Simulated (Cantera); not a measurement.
Input: 1 mol Si, 1.6 mol HCl, 4.9 mol H2, equilibrated at 3.80 bar.

Equilibrium computed with Cantera from the NASA thermochemical tables; the gas is ideal and each condensed phase is pure. Candidate condensed phases: Si; 19 gas species. The tables' values for SiCl3 are old estimates; treat these amounts as uncertain. Rates play no part.

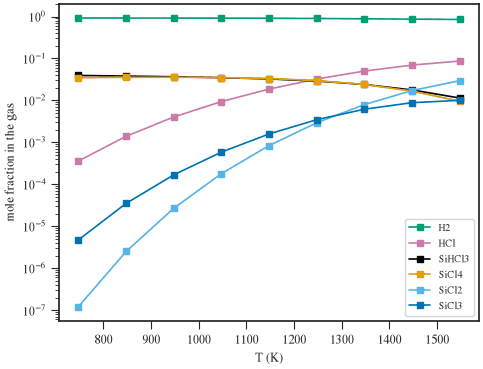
Fig. 1. Equilibrium gas composition (values under 1e-9 drawn at 1e-9)

Read off the mole fractions at 1548 K.

H2 about 0.85, HCl about 0.087, SiCl2 about 0.030, SiHCl3 about 0.011, SiCl3 about 0.010, SiCl4 about 0.0095.
